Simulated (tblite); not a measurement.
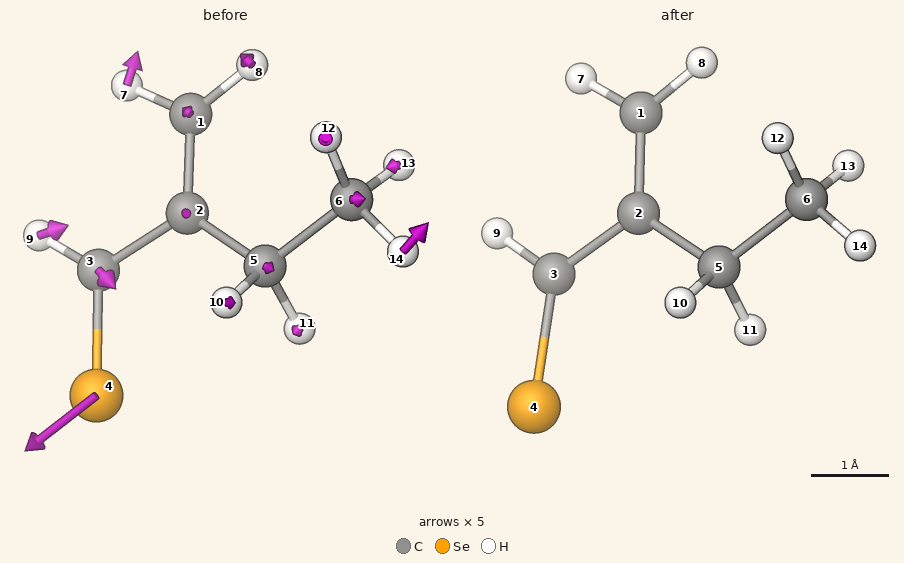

The structure of C$_{5}$H$_{8}$Se before (left) and after (right) a relaxation, at one scale. The purple arrows give the displacements, 5 times their true length.

Style: ball-and-stick. Shown from a free direction.

Theory: tblite 0.8.0, GFN2-xTB geometry optimisation, gas phase. 

Question: What changed between the two?

Answer: The largest move after the best rigid fit is that of Se4, 0.25 Å. By element the largest moves are Se 0.25 Å, H 0.11 Å, C 0.08 Å. Some distances before and after: Se4–C5 2.910 → 3.180 Å, C3–Se4 1.683 → 1.768 Å, C2–C5 1.456 → 1.502 Å, C2–C3 1.475 → 1.435 Å. Bond angles that change, for instance: C2–C3–Se4 114.1° → 126.6°, C2–C3–H9 123.6° → 115.7°, H7–C1–H8 122.0° → 116.3°. The energy falls by 12.5 kcal/mol in 28 geometry steps.
